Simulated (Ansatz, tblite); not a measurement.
**Cu(PH3)(OH) (CuH4OP): a ladder of methods and basis sets**

Aim: run the singlet of Cu(PH3)(OH) (CuH4OP) at one geometry on many levels, and compare frontier levels, spin and run time.

The runs use Ansatz 0.2.0, Gaussian basis; as each input shows.

The runs, in order: GFN1-xTB, GFN2-xTB, PBE-D4/def2-TZVP, r2SCAN-D4/def2-TZVP, HSE06-D4/def2-TZVP, r2SCAN0-D4/def2-TZVP, PBE-QIDH/def2-TZVP, B2PLYP/def2-TZVP, r2SCANh-D4/def2-TZVP, revPBE-D4/def2-TZVP, LC-ωPBE/def2-TZVP, LC-ωPBE(0.10)/def2-TZVP, LC-ωPBE(0.15)/def2-TZVP, LC-ωPBE(0.20)/def2-TZVP, LC-ωPBE(0.30)/def2-TZVP, PBE-D4/def2-SVP, PBE0-D4/def2-SVP, HF/STO-3G, HF/6-31G, B3LYP-D4/6-31G, PBE0-D4/def2-TZVPD, PBE-D4/def2-TZVPD, r2SCAN-D4/def2-TZVPD, CCSD(T)/def2-TZVPP, MP2/def2-TZVP, RPA/def2-TZVP.

### 1 The relaxed structure

The singlet was relaxed beforehand with B3LYP-D4/def2-TZVP.

7 atoms, charge 0, spin multiplicity 1.

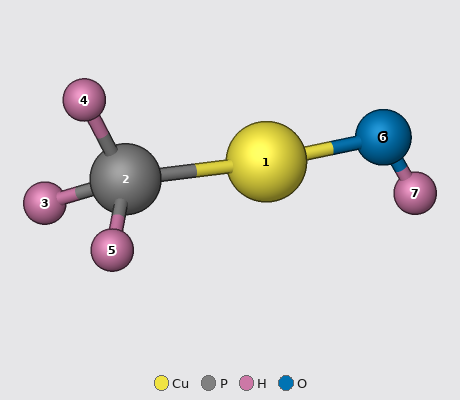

The geometry (copper yellow, phosphorus grey, hydrogen pink, oxygen blue); atoms are numbered from 1 in the order of the file.

Formally the metal is d10. No spin-orbit coupling is included.

PBE0-D4/def2-TZVP was run before; its log isn't repeated, and its numbers join the tables.

### 2 GFN1-xTB

Tight binding, by tblite at 300 K electronic temperature and without a spin-polarisation term:

```python
tblite.interface.Calculator('GFN1-xTB', numbers, positions, charge=0, uhf=0).singlepoint()
```

Energy -380.8967 eV, HOMO -10.21 eV, LUMO -6.67 eV; 0.005 s.

### 3 GFN2-xTB

Tight binding, by tblite at 300 K electronic temperature and without a spin-polarisation term:

```python
tblite.interface.Calculator('GFN2-xTB', numbers, positions, charge=0, uhf=0).singlepoint()
```

Energy -340.4352 eV, HOMO -9.21 eV, LUMO -6.43 eV; 0.003 s.

### 4 PBE-D4/def2-TZVP

start.molden holds the orbitals of an earlier run on this state, given as this run's starting guess.

Contents of in.yaml:

```yaml
crystal:
  periodic: [false, false, false]
  atoms:
    - {symbol: Cu, position_ang: [-0.030562, 0.052261, -0.950342]}
    - {symbol: P, position_ang: [-0.060547, 0.078288, 1.203233]}
    - {symbol: H, position_ang: [-0.770439, -0.914153, 1.908138]}
    - {symbol: H, position_ang: [-0.593772, 1.204891, 1.860317]}
    - {symbol: H, position_ang: [1.152493, -0.007994, 1.914608]}
    - {symbol: O, position_ang: [-0.078251, 0.150640, -2.742916]}
    - {symbol: H, position_ang: [0.381088, -0.563942, -3.193027]}
basis:
  gaussian: {orbitals: def2-TZVP, initial_orbitals: start.molden}
hamiltonian: {xc: pbe, dispersion: d4}
scf: {omitted_lower_state_checks: [starts]}
output: {orbitals: {seedname: orbitals}}
```

Started as:

```bash
$ ansatz run in.yaml --threads 4 --pin off --events-out ev --progress --plain --max-ram 3916MiB
```

The log of the run:

```text
Functional definition: PBE
  name "PBE"
  cite "Perdew, Burke & Ernzerhof, Phys. Rev. Lett. 77, 3865 (1996) doi:10.1103/PhysRevLett.77.3865"
  parent pbe
  parameter kappa = 0.804
  parameter beta = 0.06672455060314922
  exchange = pbe_x(kappa = kappa, mu = beta*pi^2/3)
  correlation = pbe_c(beta = beta)
these checks for a lower state are left out or cut short: starts
1050 factors; their error is unknown
mean field evaluation 1: about -56030.7202 eV, gradient 1.1e1 eV
mean field evaluation 2: about -56030.8890 eV, gradient 4.0e-1 eV
mean field evaluation 4: about -56030.8556 eV, gradient 1.9e-1 eV
mean field -56030.85568805 eV, -2059.0959674578 hartree, gradient 4.3e-5 eV, S^2 0.000000; 0 other end points of the search recorded, 0 dependent functions left out
reference -56030.85573756 eV, -2059.0959692773 hartree; 28, 28 occupied and 109, 109 virtual orbitals, 1050 factors
Total energy: -56030.97460232 eV, -2059.1003374768 hartree
Checks for a lower state left out: starts
```

It took 0.85 s on 4 threads of Intel Xeon at 2.60GHz, shared host.

From the report: HOMO -4.84 eV, LUMO -1.45 eV.

### 5 r2SCAN-D4/def2-TZVP

Changes to in.yaml since step 4:

```diff
@@ -12,3 +12,3 @@
   gaussian: {orbitals: def2-TZVP, initial_orbitals: start.molden}
-hamiltonian: {xc: pbe, dispersion: d4}
+hamiltonian: {xc: r2scan, dispersion: d4}
 scf: {omitted_lower_state_checks: [starts]}
```

Launched as before.

The log of the run:

```text
Functional definition: r2SCAN
  name "r2SCAN"
  cite "Furness, Kaplan, Ning, Perdew & Sun, J. Phys. Chem. Lett. 11, 8208 (2020) doi:10.1021/acs.jpclett.0c02405"
  cite "Furness, Kaplan, Ning, Perdew & Sun, J. Phys. Chem. Lett. 11, 9248 (2020) doi:10.1021/acs.jpclett.0c03077"
  parent r2scan
  parameter k0 = 0.174
  parameter k1 = 0.065
  parameter a1 = 4.9479
  exchange = r2scan_x(k0 = k0, k1 = k1, a1 = a1)
  correlation = r2scan_c
these checks for a lower state are left out or cut short: starts
1050 factors; their error is unknown
mean field evaluation 1: about -56041.8863 eV, gradient 7.2e0 eV
mean field evaluation 2: about -56041.9600 eV, gradient 2.6e-1 eV
mean field evaluation 4: about -56041.9274 eV, gradient 2.3e-4 eV
mean field -56041.92743626 eV, -2059.5028466998 hartree, gradient 1.5e-5 eV, S^2 0.000000; 0 other end points of the search recorded, 0 dependent functions left out
reference -56041.92745135 eV, -2059.5028472544 hartree; 28, 28 occupied and 109, 109 virtual orbitals, 1050 factors
Total energy: -56041.95501455 eV, -2059.5038601833 hartree
Checks for a lower state left out: starts
```

Wall time 1.6 s (4 threads of Intel Xeon at 2.60GHz, shared host).

From the report: HOMO -5.03 eV, LUMO -1.23 eV.

### 6 HSE06-D4/def2-TZVP

Changes to in.yaml since step 5:

```diff
@@ -12,3 +12,3 @@
   gaussian: {orbitals: def2-TZVP, initial_orbitals: start.molden}
-hamiltonian: {xc: r2scan, dispersion: d4}
+hamiltonian: {xc: hse06, dispersion: d4}
 scf: {omitted_lower_state_checks: [starts]}
```

The command is unchanged.

The log of the run (excerpt; [...] marks lines left out):

```text
Functional definition: HSE06
  name "HSE06"
  cite "Heyd, Scuseria & Ernzerhof, J. Chem. Phys. 118, 8207 (2003) doi:10.1063/1.1564060"
  cite "Krukau, Vydrov, Izmaylov & Scuseria, J. Chem. Phys. 125, 224106 (2006) doi:10.1063/1.2404663"
  cite "Heyd & Scuseria, J. Chem. Phys. 120, 7274 (2004) doi:10.1063/1.1668634"
  cite "Ernzerhof & Perdew, J. Chem. Phys. 109, 3313 (1998) doi:10.1063/1.476928"
  cite "Perdew, Burke & Ernzerhof, Phys. Rev. Lett. 77, 3865 (1996) doi:10.1103/PhysRevLett.77.3865"
  parent pbe
[...]
  # The whole range is PBE's own exchange, as in plane waves. The composition of these papers is wPBEh.
[...]
1151 factors; their error is unknown
69 factors; integrals over basis functions are off by at most 7.6e-6 eV
[...]
mean field -56030.94860327 eV, -2059.0993820292 hartree, gradient 4.0e-5 eV, S^2 0.000000; 0 other end points of the search recorded, 0 dependent functions left out
reference -56030.94865135 eV, -2059.0993837959 hartree; 28, 28 occupied and 109, 109 virtual orbitals, 1151 factors
Total energy: -56031.04298130 eV, -2059.1028503578 hartree
Checks for a lower state left out: starts
```

Run time: 1.4 s. Hardware: 4 threads of Intel Xeon at 2.60GHz, shared host.

From the report: HOMO -5.79 eV, LUMO -0.99 eV.

### 7 r2SCAN0-D4/def2-TZVP

Changes to in.yaml since step 6:

```diff
@@ -12,3 +12,3 @@
   gaussian: {orbitals: def2-TZVP, initial_orbitals: start.molden}
-hamiltonian: {xc: hse06, dispersion: d4}
+hamiltonian: {xc: {name: r2SCAN0}, dispersion: d4}
 scf: {omitted_lower_state_checks: [starts]}
```

Same command.

The log of the run (excerpt; [...] marks lines left out):

```text
Functional definition: r2SCAN0
  name "r2SCAN0"
  cite "Bursch, Neugebauer, Ehlert & Grimme, J. Chem. Phys. 156, 134105 (2022) doi:10.1063/5.0086040"
  cite "Furness, Kaplan, Ning, Perdew & Sun, J. Phys. Chem. Lett. 11, 8208 (2020) doi:10.1021/acs.jpclett.0c02405"
  cite "Furness, Kaplan, Ning, Perdew & Sun, J. Phys. Chem. Lett. 11, 9248 (2020) doi:10.1021/acs.jpclett.0c03077"
  parent r2scan
[...]
1151 factors; their error is unknown
[...]
mean field -56039.75542937 eV, -2059.4230269188 hartree, gradient 2.2e-5 eV, S^2 0.000000; 0 other end points of the search recorded, 0 dependent functions left out
reference -56039.75544115 eV, -2059.4230273516 hartree; 28, 28 occupied and 109, 109 virtual orbitals, 1151 factors
Total energy: -56039.78868075 eV, -2059.4242488844 hartree
Checks for a lower state left out: starts
```

Wall time 2.1 s (4 threads of Intel Xeon at 2.60GHz, shared host).

Report: HOMO -6.38 eV, LUMO -0.48 eV.

### 8 PBE-QIDH/def2-TZVP

Changes to in.yaml since step 7:

```diff
@@ -12,4 +12,4 @@
   gaussian: {orbitals: def2-TZVP, initial_orbitals: start.molden}
-hamiltonian: {xc: {name: r2SCAN0}, dispersion: d4}
+hamiltonian: {xc: {name: PBE-QIDH}}
+correlation: {frozen_orbitals: {Cu: 9, H: 0, O: 1, P: 5}}
 scf: {omitted_lower_state_checks: [starts]}
-output: {orbitals: {seedname: orbitals}}
```

Same command.

The log of the run (excerpt; [...] marks lines left out):

```text
Functional definition: PBE-QIDH
  name "PBE-QIDH"
  cite "Brémond, Sancho-García, Pérez-Jiménez & Adamo, J. Chem. Phys. 141, 031101 (2014) doi:10.1063/1.4890314"
  cite "Perdew, Burke & Ernzerhof, Phys. Rev. Lett. 77, 3865 (1996) doi:10.1103/PhysRevLett.77.3865"
[...]
1091 factors; integrals over basis functions are off by at most 1.0e-3 eV
[...]
mean field -56011.80883887 eV, -2058.3960086608 hartree, gradient 2.1e-6 eV, S^2 0.000000; 0 other end points of the search recorded, 0 dependent functions left out
15 core orbitals not correlated: weight in the atoms' cores, before any rotation towards them, 1.000 or more for the frozen orbitals, at most 0.000 for the correlated occupied ones
reference -56011.80885288 eV, -2058.3960091757 hartree; 13, 13 occupied and 109, 109 virtual orbitals, 1091 factors
second order -27.34475688 eV of doubles, -0.00000000 eV of singles
Total energy: -56020.92377184 eV, -2058.7309762691 hartree
Checks for a lower state left out: starts
```

Wall time 2 s (4 threads of Intel Xeon at 2.60GHz, shared host).

### 9 B2PLYP/def2-TZVP

Changes to in.yaml since step 8:

```diff
@@ -12,3 +12,3 @@
   gaussian: {orbitals: def2-TZVP, initial_orbitals: start.molden}
-hamiltonian: {xc: {name: PBE-QIDH}}
+hamiltonian: {xc: {name: B2PLYP}}
 correlation: {frozen_orbitals: {Cu: 9, H: 0, O: 1, P: 5}}
```

Same command.

The log of the run (excerpt; [...] marks lines left out):

```text
Functional definition: B2PLYP
  name "B2PLYP"
  cite "Grimme, J. Chem. Phys. 124, 034108 (2006) doi:10.1063/1.2148954"
  cite "Becke, Phys. Rev. A 38, 3098 (1988) doi:10.1103/PhysRevA.38.3098"
  cite "Lee, Yang & Parr, Phys. Rev. B 37, 785 (1988) doi:10.1103/PhysRevB.37.785"
[...]
1091 factors; integrals over basis functions are off by at most 1.0e-3 eV
[...]
mean field -56022.81353299 eV, -2058.8004237106 hartree, gradient 3.1e-6 eV, S^2 0.000000; 0 other end points of the search recorded, 0 dependent functions left out
15 core orbitals not correlated: weight in the atoms' cores, before any rotation towards them, 1.000 or more for the frozen orbitals, at most 0.000 for the correlated occupied ones
reference -56022.81370027 eV, -2058.8004298580 hartree; 13, 13 occupied and 109, 109 virtual orbitals, 1091 factors
second order -29.87711355 eV of doubles, -0.00000000 eV of singles
Total energy: -56030.88052093 eV, -2059.0968800493 hartree
Checks for a lower state left out: starts
```

Wall time 2.1 s (4 threads of Intel Xeon at 2.60GHz, shared host).

### 10 r2SCANh-D4/def2-TZVP

Changes to in.yaml since step 9:

```diff
@@ -12,4 +12,4 @@
   gaussian: {orbitals: def2-TZVP, initial_orbitals: start.molden}
-hamiltonian: {xc: {name: B2PLYP}}
-correlation: {frozen_orbitals: {Cu: 9, H: 0, O: 1, P: 5}}
+hamiltonian: {xc: {name: r2SCANh}, dispersion: d4}
 scf: {omitted_lower_state_checks: [starts]}
+output: {orbitals: {seedname: orbitals}}
```

Launched as before.

The log of the run (excerpt; [...] marks lines left out):

```text
Functional definition: r2SCANh
  name "r2SCANh"
  cite "Bursch, Neugebauer, Ehlert & Grimme, J. Chem. Phys. 156, 134105 (2022) doi:10.1063/5.0086040"
  cite "Furness, Kaplan, Ning, Perdew & Sun, J. Phys. Chem. Lett. 11, 8208 (2020) doi:10.1021/acs.jpclett.0c02405"
  cite "Furness, Kaplan, Ning, Perdew & Sun, J. Phys. Chem. Lett. 11, 9248 (2020) doi:10.1021/acs.jpclett.0c03077"
  parent r2scan
[...]
1070 factors; their error is unknown
[...]
mean field -56041.03121417 eV, -2059.4699111453 hartree, gradient 2.5e-5 eV, S^2 0.000000; 0 other end points of the search recorded, 0 dependent functions left out
reference -56041.03122792 eV, -2059.4699116507 hartree; 28, 28 occupied and 109, 109 virtual orbitals, 1070 factors
Total energy: -56041.06106992 eV, -2059.4710083240 hartree
Checks for a lower state left out: starts
```

Wall time 1.8 s (4 threads of Intel Xeon at 2.60GHz, shared host).

HOMO -5.56 eV, LUMO -0.93 eV.

### 11 revPBE-D4/def2-TZVP

Changes to in.yaml since step 10:

```diff
@@ -12,3 +12,3 @@
   gaussian: {orbitals: def2-TZVP, initial_orbitals: start.molden}
-hamiltonian: {xc: {name: r2SCANh}, dispersion: d4}
+hamiltonian: {xc: {name: revPBE}, dispersion: d4}
 scf: {omitted_lower_state_checks: [starts]}
```

Same command.

The log of the run:

```text
Functional definition: revPBE
  name "revPBE"
  cite "Zhang & Yang, Phys. Rev. Lett. 80, 890 (1998) doi:10.1103/PhysRevLett.80.890"
  cite "Perdew, Burke & Ernzerhof, Phys. Rev. Lett. 77, 3865 (1996) doi:10.1103/PhysRevLett.77.3865"
  parameter kappa = 1.245
  parameter beta = 0.06672455060314922
  exchange = pbe_x(kappa = kappa, mu = beta*pi^2/3)
  correlation = pbe_c(beta = beta)
these checks for a lower state are left out or cut short: starts
1050 factors; their error is unknown
mean field evaluation 1: about -56038.8232 eV, gradient 1.0e1 eV
mean field evaluation 2: about -56038.9709 eV, gradient 4.2e-1 eV
mean field evaluation 4: about -56038.9378 eV, gradient 1.9e-1 eV
mean field -56038.93787705 eV, -2059.3929824253 hartree, gradient 4.3e-5 eV, S^2 0.000000; 0 other end points of the search recorded, 0 dependent functions left out
reference -56038.93793891 eV, -2059.3929846987 hartree; 28, 28 occupied and 109, 109 virtual orbitals, 1050 factors
Total energy: -56039.28108311 eV, -2059.4055950154 hartree
Checks for a lower state left out: starts
```

Wall time 0.9 s (4 threads of Intel Xeon at 2.60GHz, shared host).

HOMO -4.76 eV, LUMO -1.38 eV.

### 12 LC-ωPBE/def2-TZVP

Changes to in.yaml since step 11:

```diff
@@ -12,3 +12,3 @@
   gaussian: {orbitals: def2-TZVP, initial_orbitals: start.molden}
-hamiltonian: {xc: {name: revPBE}, dispersion: d4}
+hamiltonian: {xc: {name: LC-wPBE}}
 scf: {omitted_lower_state_checks: [starts]}
```

Launched as before.

The log of the run (excerpt; [...] marks lines left out):

```text
Functional definition: LC-wPBE
  name "LC-wPBE"
  cite "Vydrov & Scuseria, J. Chem. Phys. 125, 234109 (2006) doi:10.1063/1.2409292"
  cite "Heyd & Scuseria, J. Chem. Phys. 120, 7274 (2004) doi:10.1063/1.1668634"
  cite "Ernzerhof & Perdew, J. Chem. Phys. 109, 3313 (1998) doi:10.1063/1.476928"
  cite "Perdew, Burke & Ernzerhof, Phys. Rev. Lett. 77, 3865 (1996) doi:10.1103/PhysRevLett.77.3865"
  parent pbe
[...]
1050 factors; their error is unknown
303 factors; integrals over basis functions are off by at most 4.5e-5 eV
[...]
mean field -56034.37392806 eV, -2059.2252603936 hartree, gradient 1.9e-5 eV, S^2 0.000000; 0 other end points of the search recorded, 0 dependent functions left out
reference -56034.37392807 eV, -2059.2252603938 hartree; 28, 28 occupied and 109, 109 virtual orbitals, 1050 factors
Total energy: -56034.37392807 eV, -2059.2252603938 hartree
Checks for a lower state left out: starts
```

It took 1.1 s on 4 threads of Intel Xeon at 2.60GHz, shared host.

HOMO -8.99 eV, LUMO 1.61 eV.

### 13 LC-ωPBE(0.10)/def2-TZVP

Changes to in.yaml since step 12:

```diff
@@ -12,3 +12,3 @@
   gaussian: {orbitals: def2-TZVP, initial_orbitals: start.molden}
-hamiltonian: {xc: {name: LC-wPBE}}
+hamiltonian: {xc: {name: LC-wPBE, parameters: {omega: 0.1/bohr}}}
 scf: {omitted_lower_state_checks: [starts]}
```

Same command.

The log of the run (excerpt; [...] marks lines left out):

```text
Functional definition: LC-wPBE
  name "LC-wPBE"
  cite "Vydrov & Scuseria, J. Chem. Phys. 125, 234109 (2006) doi:10.1063/1.2409292"
  cite "Heyd & Scuseria, J. Chem. Phys. 120, 7274 (2004) doi:10.1063/1.1668634"
  cite "Ernzerhof & Perdew, J. Chem. Phys. 109, 3313 (1998) doi:10.1063/1.476928"
  cite "Perdew, Burke & Ernzerhof, Phys. Rev. Lett. 77, 3865 (1996) doi:10.1103/PhysRevLett.77.3865"
  parent pbe
[...]
  with omega = 0.1/bohr from the input
[...]
1050 factors; their error is unknown
66 factors; integrals over basis functions are off by at most 2.9e-6 eV
[...]
mean field -56032.32446843 eV, -2059.1499441412 hartree, gradient 3.9e-5 eV, S^2 0.000000; 0 other end points of the search recorded, 0 dependent functions left out
reference -56032.32446858 eV, -2059.1499441465 hartree; 28, 28 occupied and 109, 109 virtual orbitals, 1050 factors
Total energy: -56032.32446858 eV, -2059.1499441465 hartree
Checks for a lower state left out: starts
```

Run time: 1.3 s. Hardware: 4 threads of Intel Xeon at 2.60GHz, shared host.

HOMO -6.33 eV, LUMO -0.07 eV.

### 14 LC-ωPBE(0.15)/def2-TZVP

Changes to in.yaml since step 13:

```diff
@@ -12,3 +12,3 @@
   gaussian: {orbitals: def2-TZVP, initial_orbitals: start.molden}
-hamiltonian: {xc: {name: LC-wPBE, parameters: {omega: 0.1/bohr}}}
+hamiltonian: {xc: {name: LC-wPBE, parameters: {omega: 0.15/bohr}}}
 scf: {omitted_lower_state_checks: [starts]}
```

Same command.

The log of the run (excerpt; [...] marks lines left out):

```text
Functional definition: LC-wPBE
  name "LC-wPBE"
  cite "Vydrov & Scuseria, J. Chem. Phys. 125, 234109 (2006) doi:10.1063/1.2409292"
  cite "Heyd & Scuseria, J. Chem. Phys. 120, 7274 (2004) doi:10.1063/1.1668634"
  cite "Ernzerhof & Perdew, J. Chem. Phys. 109, 3313 (1998) doi:10.1063/1.476928"
  cite "Perdew, Burke & Ernzerhof, Phys. Rev. Lett. 77, 3865 (1996) doi:10.1103/PhysRevLett.77.3865"
  parent pbe
[...]
  with omega = 0.15/bohr from the input
[...]
1050 factors; their error is unknown
124 factors; integrals over basis functions are off by at most 5.0e-6 eV
[...]
mean field -56032.61770036 eV, -2059.1607202160 hartree, gradient 1.4e-5 eV, S^2 0.000000; 0 other end points of the search recorded, 0 dependent functions left out
reference -56032.61770042 eV, -2059.1607202181 hartree; 28, 28 occupied and 109, 109 virtual orbitals, 1050 factors
Total energy: -56032.61770042 eV, -2059.1607202181 hartree
Checks for a lower state left out: starts
```

Run time: 1.2 s. Hardware: 4 threads of Intel Xeon at 2.60GHz, shared host.

HOMO -6.94 eV, LUMO 0.45 eV.

### 15 LC-ωPBE(0.20)/def2-TZVP

Changes to in.yaml since step 14:

```diff
@@ -12,3 +12,3 @@
   gaussian: {orbitals: def2-TZVP, initial_orbitals: start.molden}
-hamiltonian: {xc: {name: LC-wPBE, parameters: {omega: 0.15/bohr}}}
+hamiltonian: {xc: {name: LC-wPBE, parameters: {omega: 0.2/bohr}}}
 scf: {omitted_lower_state_checks: [starts]}
```

The command is unchanged.

The log of the run (excerpt; [...] marks lines left out):

```text
Functional definition: LC-wPBE
  name "LC-wPBE"
  cite "Vydrov & Scuseria, J. Chem. Phys. 125, 234109 (2006) doi:10.1063/1.2409292"
  cite "Heyd & Scuseria, J. Chem. Phys. 120, 7274 (2004) doi:10.1063/1.1668634"
  cite "Ernzerhof & Perdew, J. Chem. Phys. 109, 3313 (1998) doi:10.1063/1.476928"
  cite "Perdew, Burke & Ernzerhof, Phys. Rev. Lett. 77, 3865 (1996) doi:10.1103/PhysRevLett.77.3865"
  parent pbe
[...]
  with omega = 0.2/bohr from the input
[...]
1050 factors; their error is unknown
151 factors; integrals over basis functions are off by at most 6.5e-5 eV
[...]
mean field -56032.96244310 eV, -2059.1733892777 hartree, gradient 2.3e-5 eV, S^2 0.000000; 0 other end points of the search recorded, 0 dependent functions left out
reference -56032.96244313 eV, -2059.1733892789 hartree; 28, 28 occupied and 109, 109 virtual orbitals, 1050 factors
Total energy: -56032.96244313 eV, -2059.1733892789 hartree
Checks for a lower state left out: starts
```

Wall time 1.2 s (4 threads of Intel Xeon at 2.60GHz, shared host).

HOMO -7.48 eV, LUMO 0.85 eV.

### 16 LC-ωPBE(0.30)/def2-TZVP

Changes to in.yaml since step 15:

```diff
@@ -12,3 +12,3 @@
   gaussian: {orbitals: def2-TZVP, initial_orbitals: start.molden}
-hamiltonian: {xc: {name: LC-wPBE, parameters: {omega: 0.2/bohr}}}
+hamiltonian: {xc: {name: LC-wPBE, parameters: {omega: 0.3/bohr}}}
 scf: {omitted_lower_state_checks: [starts]}
```

Launched as before.

The log of the run (excerpt; [...] marks lines left out):

```text
Functional definition: LC-wPBE
  name "LC-wPBE"
  cite "Vydrov & Scuseria, J. Chem. Phys. 125, 234109 (2006) doi:10.1063/1.2409292"
  cite "Heyd & Scuseria, J. Chem. Phys. 120, 7274 (2004) doi:10.1063/1.1668634"
  cite "Ernzerhof & Perdew, J. Chem. Phys. 109, 3313 (1998) doi:10.1063/1.476928"
  cite "Perdew, Burke & Ernzerhof, Phys. Rev. Lett. 77, 3865 (1996) doi:10.1103/PhysRevLett.77.3865"
  parent pbe
[...]
  with omega = 0.3/bohr from the input
[...]
1050 factors; their error is unknown
235 factors; integrals over basis functions are off by at most 3.7e-5 eV
[...]
mean field -56033.68912372 eV, -2059.2000942982 hartree, gradient 1.4e-5 eV, S^2 0.000000; 0 other end points of the search recorded, 0 dependent functions left out
reference -56033.68912374 eV, -2059.2000942987 hartree; 28, 28 occupied and 109, 109 virtual orbitals, 1050 factors
Total energy: -56033.68912374 eV, -2059.2000942987 hartree
Checks for a lower state left out: starts
```

It took 1.1 s on 4 threads of Intel Xeon at 2.60GHz, shared host.

HOMO -8.34 eV, LUMO 1.36 eV.

### 17 PBE-D4/def2-SVP

Changes to in.yaml since step 16:

```diff
@@ -11,4 +11,4 @@
 basis:
-  gaussian: {orbitals: def2-TZVP, initial_orbitals: start.molden}
-hamiltonian: {xc: {name: LC-wPBE, parameters: {omega: 0.3/bohr}}}
+  gaussian: {orbitals: def2-SVP, initial_orbitals: start.molden}
+hamiltonian: {xc: pbe, dispersion: d4}
 scf: {omitted_lower_state_checks: [starts]}
```

Launched as before.

The log of the run:

```text
Functional definition: PBE
  name "PBE"
  cite "Perdew, Burke & Ernzerhof, Phys. Rev. Lett. 77, 3865 (1996) doi:10.1103/PhysRevLett.77.3865"
  parent pbe
  parameter kappa = 0.804
  parameter beta = 0.06672455060314922
  exchange = pbe_x(kappa = kappa, mu = beta*pi^2/3)
  correlation = pbe_c(beta = beta)
these checks for a lower state are left out or cut short: starts
966 factors; their error is unknown
mean field evaluation 1: about -56017.3909 eV, gradient 1.2e1 eV
mean field evaluation 2: about -56017.7861 eV, gradient 6.5e-1 eV
mean field evaluation 4: about -56017.7581 eV, gradient 1.4e-1 eV
mean field -56017.75814472 eV, -2058.6146416181 hartree, gradient 5.1e-5 eV, S^2 0.000000; 0 other end points of the search recorded, 0 dependent functions left out
reference -56017.75820043 eV, -2058.6146436657 hartree; 28, 28 occupied and 55, 55 virtual orbitals, 966 factors
Total energy: -56017.87706520 eV, -2058.6190118652 hartree
Checks for a lower state left out: starts
```

Wall time 0.6 s (4 threads of Intel Xeon at 2.60GHz, shared host).

HOMO -4.14 eV, LUMO -0.89 eV.

(Part 1 of 2 ends here.)
